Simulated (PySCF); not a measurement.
**HNO (nitroxyl): FCI/STO-6G**

What is the energy change on altering one bond length of HNO (nitroxyl) at FCI/STO-6G? The job is set up through a Python script.

The calculation is run with PySCF 2.14.0.

10 further runs of the same task are left out: 1 that didn't finish, 9 set aside as unsound or not needed.

## Step 1: The system as given

HNO: 3 atoms, total charge 0, spin state singlet. As SMILES, `N=O`. Geometry: relaxed at PBE0-D4/def2-TZVP.

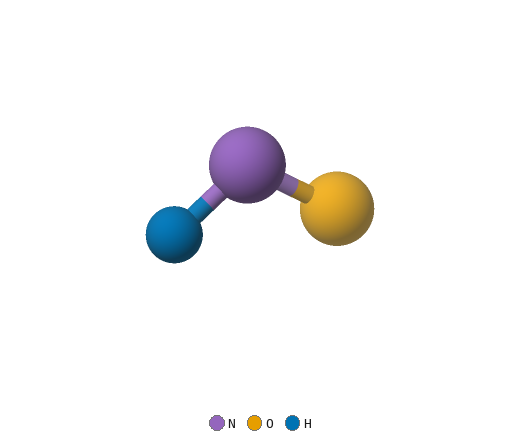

The structure, seen from a chosen angle (nitrogen purple, oxygen amber, hydrogen blue).

## Step 2: The energy at FCI/STO-6G

Contents of input.py:

```python
from pyscf import gto, mcscf
from pyscf import fci

system = gto.M(
    atom='''
N     -0.536115     0.591087    -0.221400
O      1.427310     0.750599     0.862660
H     -0.891195    -1.341668    -0.641279
''',
    verbose=3,
    unit='bohr',
    max_memory=1860,
    basis='sto-6g',
)

myscf = system.RHF()
myscf.conv_tol = 1e-10
myscf.kernel()
if not myscf.converged:
    myscf = myscf.newton().run(myscf.mo_coeff, myscf.mo_occ)

cas = mcscf.CASCI(myscf, myscf.mo_coeff.shape[-1] - 2, (system.nelec[0] - 2, system.nelec[1] - 2))  # full CI above the frozen core
cas.fcisolver = fci.direct_spin0.FCI(system)  # even spin states alone
cas.kernel()
print('<S^2> = %.4f' % cas.fcisolver.spin_square(cas.ci, cas.ncas, cas.nelecas)[0])
etot = cas.e_tot
print(f'total energy: {etot:.8f} hartree')
```

Command:

```sh
$ OMP_NUM_THREADS=1 python input.py
```

What it wrote:

```text
converged SCF energy = -129.294865807717
CASCI E = -129.439565191432  E(CI) = -43.2209195625932  S^2 = 0.0000000
<S^2> = 0.0000
total energy: -129.43956519 hartree
```

Run time: 0.97 s. Hardware: 1 thread of Arm Neoverse V1, shared host; peak memory 0.12 GiB.

## Step 3: The distorted shape, same level

Contents of geometry.xyz:

```xyz
3

N     -0.058218     1.540123     0.149470
O      0.980782     1.624533     0.723130
H     -0.471600    -0.709980    -0.339350
```

Contents of calc.py:

```python
from pyscf import gto, scf, mcscf
from pyscf import fci

molecule = gto.Mole()
molecule.atom = 'geometry.xyz'
molecule.basis = 'sto-6g'
molecule.verbose = 3
molecule.max_memory = 1860
molecule.build()

hf = scf.RHF(molecule)
hf.conv_tol = 1e-10
hf.kernel()
if not hf.converged:
    hf = hf.newton().run(hf.mo_coeff, hf.mo_occ)

cas = mcscf.CASCI(hf, hf.mo_coeff.shape[-1] - 2, (molecule.nelec[0] - 2, molecule.nelec[1] - 2))  # full CI above the frozen core
cas.fcisolver = fci.direct_spin0.FCI(molecule)  # even spin states alone
cas.kernel()
print('<S^2> = %.4f' % cas.fcisolver.spin_square(cas.ci, cas.ncas, cas.nelecas)[0])
etot = cas.e_tot
print(f'total energy: {etot:.8f} hartree')
```

Command:

```sh
$ OMP_NUM_THREADS=1 python calc.py
```

What it wrote:

```text
converged SCF energy = -129.055652174812
CASCI E = -129.382522490991  E(CI) = -41.1525429844575  S^2 = 0.0000000
<S^2> = 0.0000
total energy: -129.38252249 hartree
```

Wall time 0.93 s (1 thread of Arm Neoverse V1, shared host); peak memory 0.12 GiB.

## Step 4: Results

Level: FCI/STO-6G, 2 core orbitals frozen.

```
                                                         quantity          value
                                        first shape: total energy  -129.43957 Eh
                first shape: dipole moment (Hartree–Fock density)         1.45 D
                 first shape: HOMO energy (Hartree–Fock orbitals)       -9.05 eV
                 first shape: LUMO energy (Hartree–Fock orbitals)        6.07 eV
               first shape: HOMO–LUMO gap (Hartree–Fock orbitals)       15.12 eV
         first shape: correlation energy (2 core orbitals frozen)     -144.7 mEh
                                    distorted shape: total energy  -129.38252 Eh
            distorted shape: dipole moment (Hartree–Fock density)         0.80 D
             distorted shape: HOMO energy (Hartree–Fock orbitals)       -5.37 eV
             distorted shape: LUMO energy (Hartree–Fock orbitals)        2.42 eV
           distorted shape: HOMO–LUMO gap (Hartree–Fock orbitals)        7.79 eV
     distorted shape: correlation energy (2 core orbitals frozen)     -326.9 mEh
energy change with the N1–H3 bond stretched from 1.063 to 2.339 Å       1.552 eV
```

What this shows: With the N1–H3 bond stretched from 1.063 to 2.339 Å the energy rises by 1.55 eV (36 kcal/mol). The first shape isn't relaxed at this level, so the change isn't measured from a minimum. The minimal basis adds a large error of its own. Mulliken charges (first shape) of the mean-field density run from -0.08 on O2 to +0.15 on H3; they depend strongly on the basis.
